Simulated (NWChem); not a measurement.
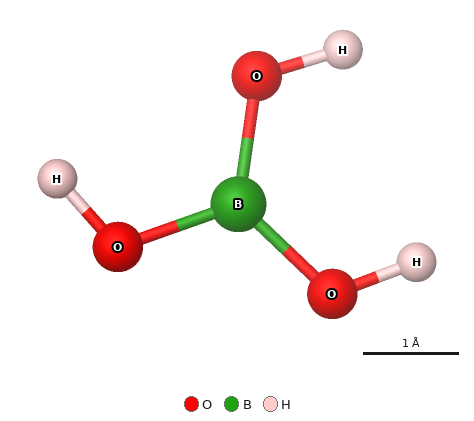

**Figure 1.** The input geometry (ball-and-stick view, seen on its broad side). Bond lengths as drawn: B–O 1.36 to 1.38 Å and H–O 0.96 Å.

# Energy and gradient calculation of BH3O3

System: BH3O3, SMILES OB(O)O.
Method: PBE/def2-SVPD, RKS (NWChem 7.3.0).

The geometry comes from this level: PBE0-D4/def2-TZVP.

### The input
```
start job
memory stack 880 mb heap 220 mb global 1100 mb
geometry units atomic noautosym nocenter noautoz
   O     -2.09702908     1.51669419     0.60830284
   B     -0.02305466    -0.01285014     0.43218036
   O      0.94713073    -0.88684847     2.64580555
   O      1.13515848    -0.72055257    -1.78654708
   H     -2.75408685     2.11384764    -0.96659491
   H      2.39390505    -1.94301640     2.37066142
   H      0.39778735    -0.06746322    -3.30380818
end
basis spherical bse
   * library def2-SVPD
end
dft
   xc xpbe96 cpbe96
   mult 1
   grid fine
   convergence energy 1e-08
   iterations 100
   mulliken
   print low
end
task dft gradient
```

Command:
```bash
nwchem job.nw > job.out
```

### The program's output
```
Northwest Computational Chemistry Package (NWChem) 7.3.0
             --------------------------------------------------------

           Job information
           ---------------

    nwchem branch   = 7.3.0
    use scalapack   = T
    input           = job.nw
    prefix          = job.
    data base       = ./job.db
    status          = startup
    nproc           =        1

           Memory information
           ------------------

    heap     =     28835834 doubles =      220.0 Mbytes
    stack    =    115343359 doubles =      880.0 Mbytes
    global   =    144179200 doubles =     1100.0 Mbytes (distinct from heap & stack)
    total    =    288358393 doubles =     2200.0 Mbytes
    verify   = yes
    hardfail = no

           Directory information
           ---------------------

  0 permanent = .
  0 scratch   = .

                                NWChem Input Module
                                -------------------

                             Geometry "geometry" -> ""
                             -------------------------

 Output coordinates in a.u. (scale by  1.000000000 to convert to a.u.)

  No.       Tag          Charge          X              Y              Z
 ---- ---------------- ---------- -------------- -------------- --------------
    1 O                    8.0000    -2.09702908     1.51669419     0.60830284
    2 B                    5.0000    -0.02305466    -0.01285014     0.43218036
    3 O                    8.0000     0.94713073    -0.88684847     2.64580555
    4 O                    8.0000     1.13515848    -0.72055257    -1.78654708
    5 H                    1.0000    -2.75408685     2.11384764    -0.96659491
    6 H                    1.0000     2.39390505    -1.94301640     2.37066142
    7 H                    1.0000     0.39778735    -0.06746322    -3.30380818

      Atomic Mass
      -----------

      O                 15.994910
      B                 11.009310
      H                  1.007825

 Effective nuclear repulsion energy (a.u.)     116.2296345423

            Nuclear Dipole moment (a.u.)
            ----------------------------
        X                 Y               Z
 ---------------- ---------------- ----------------
    -0.1955867100    -0.6865374800    12.0016506100

            XYZ format geometry
            -------------------
     7
 geometry
 O                    -1.10970008     0.80260006     0.32190002
 B                    -0.01220000    -0.00680000     0.22870001
 O                     0.50120003    -0.46930003     1.40010010
 O                     0.60070004    -0.38130003    -0.94540007
 H                    -1.45740010     1.11860008    -0.51150004
 H                     1.26680009    -1.02820007     1.25450009
 H                     0.21050002    -0.03570000    -1.74830012

 ==============================================================================
                                internuclear distances
 ------------------------------------------------------------------------------
       center one      |      center two      | atomic units |       a.u.
 ------------------------------------------------------------------------------
    2 B                |   1 O                |     2.58300  |     2.58300
    3 O                |   2 B                |     2.57007  |     2.57007
    4 O                |   2 B                |     2.60097  |     2.60097
    5 H                |   1 O                |     1.80793  |     1.80793
    6 H                |   3 O                |     1.81228  |     1.81228
    7 H                |   4 O                |     1.80896  |     1.80896
 ------------------------------------------------------------------------------
                         number of included internuclear distances:          6
 ==============================================================================

 ==============================================================================
                                 internuclear angles
 ------------------------------------------------------------------------------
        center 1       |       center 2       |       center 3       |  degrees
 ------------------------------------------------------------------------------
    2 B                |   1 O                |   5 H                |   115.34
    1 O                |   2 B                |   3 O                |   116.47
    1 O                |   2 B                |   4 O                |   125.23
    3 O                |   2 B                |   4 O                |   118.30
    2 B                |   3 O                |   6 H                |   111.64
    2 B                |   4 O                |   7 H                |   115.83
 ------------------------------------------------------------------------------
                            number of included internuclear angles:          6
 ==============================================================================

 Summary of "ao basis" -> "" (spherical)
 ------------------------------------------------------------------------------
       Tag                 Description            Shells   Functions and Types
 ---------------- ------------------------------  ------  ---------------------
 *                         def2-SVPD                  on all atoms

  pbe96 is a nonlocal functional; adding pw91lda local functional.

                                 NWChem DFT Module
                                 -----------------

                      Basis "ao basis" -> "ao basis" (spherical)
                      -----
  [basis functions not shown]

 Summary of "ao basis" -> "ao basis" (spherical)
 ------------------------------------------------------------------------------
       Tag                 Description            Shells   Functions and Types
 ---------------- ------------------------------  ------  ---------------------
 O                         def2-SVPD                 9       23   4s3p2d
 B                         def2-SVPD                 8       20   4s2p2d
 H                         def2-SVPD                 4        8   2s2p

  Caching 1-el integrals
   Time after variat. SCF:      0.3

     ---------------------------------------------
      Total Density - Mulliken Population Analysis
     ---------------------------------------------

    Atom       Charge   Shell Charges
 -----------   ------   -------------------------------------------------------
    1 O    8     8.80   1.99  1.10  0.59  0.18  3.09  1.75  0.10  0.01 -0.00
    2 B    5     3.65   1.99  0.78 -0.27 -0.03  1.17 -0.31  0.23  0.09
    3 O    8     8.79   1.99  1.11  0.60  0.19  3.09  1.75  0.06  0.01 -0.00
    4 O    8     8.70   1.99  1.10  0.59  0.08  3.08  1.76  0.08  0.01  0.00
    5 H    1     0.71   0.56  0.09  0.06 -0.00
    6 H    1     0.66   0.56  0.04  0.06 -0.00
    7 H    1     0.70   0.56  0.09  0.06 -0.01
   Time prior to 1st pass:      0.3

           Memory utilization after 1st SCF pass:
           Heap Space remaining (MW):        0.00                  62
          Stack Space remaining (MW):      115.34           115342572

   convergence    iter        energy       DeltaE   RMS-Dens  Diis-err    time
 ---------------- ----- ----------------- --------- --------- ---------  ------
 d= 0,ls=0.0,diis     1   -251.9200069373 -3.68D+02  1.91D-02  1.12D+00     2.2
 d= 0,ls=0.0,diis     2   -251.7642948517  1.56D-01  9.97D-03  2.98D+00     4.1
 d= 0,ls=0.0,diis     3   -252.0430793413 -2.79D-01  1.50D-03  4.48D-02     5.8
 d= 0,ls=0.0,diis     4   -252.0459020989 -2.82D-03  7.24D-04  1.43D-02     7.6
 d= 0,ls=0.0,diis     5   -252.0469940902 -1.09D-03  2.38D-04  2.38D-03     9.4
  Resetting Diis
 d= 0,ls=0.0,diis     6   -252.0472219527 -2.28D-04  3.52D-05  1.61D-05    11.3
 d= 0,ls=0.0,diis     7   -252.0472231185 -1.17D-06  3.55D-05  5.96D-06    13.1
 d= 0,ls=0.0,diis     8   -252.0472213364  1.78D-06  2.35D-05  2.49D-05    15.0
 d= 0,ls=0.0,diis     9   -252.0472236837 -2.35D-06  3.04D-06  1.57D-07    16.8
 d= 0,ls=0.0,diis    10   -252.0472237012 -1.75D-08  3.48D-07  2.69D-09    18.7
 d= 0,ls=0.0,diis    11   -252.0472237013 -1.84D-10  1.58D-07  8.56D-10    20.5

         Total DFT energy =     -252.047223701347
      One electron energy =     -576.286540603654
           Coulomb energy =      238.734121971770
    Exchange-Corr. energy =      -30.724439611736
 Nuclear repulsion energy =      116.229634542273

 Numeric. integr. density =       32.000000367580

     Total iterative time =     20.2s

     ---------------------------------------------
      Total Density - Mulliken Population Analysis
     ---------------------------------------------

    Atom       Charge   Shell Charges
 -----------   ------   -------------------------------------------------------
    1 O    8     8.40   1.99  1.09  0.57  0.24  2.91  1.48  0.12  0.01 -0.01
    2 B    5     4.22   1.98  0.86 -0.38 -0.04  1.70 -0.24  0.26  0.09
    3 O    8     8.40   1.99  1.09  0.58  0.27  2.91  1.47  0.08  0.01 -0.01
    4 O    8     8.26   1.99  1.09  0.58  0.10  2.91  1.50  0.10  0.01 -0.00
    5 H    1     0.94   0.73  0.11  0.07  0.03
    6 H    1     0.85   0.72  0.04  0.07  0.02
    7 H    1     0.93   0.73  0.10  0.07  0.03

     -------------------------------------------
      Total Density - Lowdin Population Analysis
     -------------------------------------------

    Atom       Charge   Shell Charges
 -----------   ------   -------------------------------------------------------
    1 O    8     7.94   1.97  0.80  0.43  0.09  2.67  1.58  0.20  0.02  0.17
    2 B    5     5.04   1.94  0.28  0.09  0.05  1.32  0.39  0.57  0.39
    3 O    8     7.94   1.97  0.80  0.43  0.09  2.68  1.57  0.20  0.02  0.18
    4 O    8     7.96   1.97  0.80  0.43  0.09  2.68  1.59  0.21  0.01  0.18
    5 H    1     1.04   0.50  0.12  0.17  0.25
    6 H    1     1.03   0.50  0.12  0.17  0.25
    7 H    1     1.04   0.50  0.12  0.17  0.25

                         DFT ENERGY GRADIENTS

    atom               coordinates                        gradient
                 x          y          z           x          y          z
   1 O      -2.097029   1.516694   0.608303    0.003827  -0.002163  -0.009845
   2 B      -0.023055  -0.012850   0.432180    0.000204  -0.000171   0.000193
   3 O       0.947131  -0.886848   2.645806    0.004686  -0.002788  -0.010046
   4 O       1.135158  -0.720553  -1.786547   -0.008405   0.006322  -0.001061
   5 H      -2.754087   2.113848  -0.966595    0.005114  -0.004462   0.009578
   6 H       2.393905  -1.943016   2.370661   -0.009430   0.006965   0.000657
   7 H       0.397787  -0.067463  -3.303808    0.004003  -0.003703   0.010523

 Task  times  cpu:       25.6s     wall:       25.6s
 Total times  cpu:       25.7s     wall:       25.7s
```

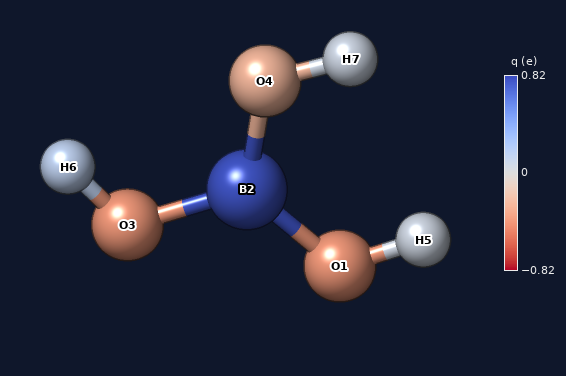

**Figure 2.** Mulliken charges, as the colour of each atom (ball-and-stick view, seen at a tilt; atoms are numbered from 1 in the order of the input). By element: O −0.40 to −0.26, B +0.78 and H +0.06 to +0.15 e.

### Summary

```json
{"quantity": "outcome", "value": "converged"}
{"quantity": "total energy", "value": "−252.047224 hartree"}
{"quantity": "largest force", "value": "0.609 eV/Å"}
{"quantity": "hardware", "value": "1 thread of Intel Xeon (Sapphire Rapids), 16 GiB of memory available, shared host"}
{"quantity": "wall time", "value": "27 s"}
{"quantity": "peak memory", "value": "0.12 GiB"}
```
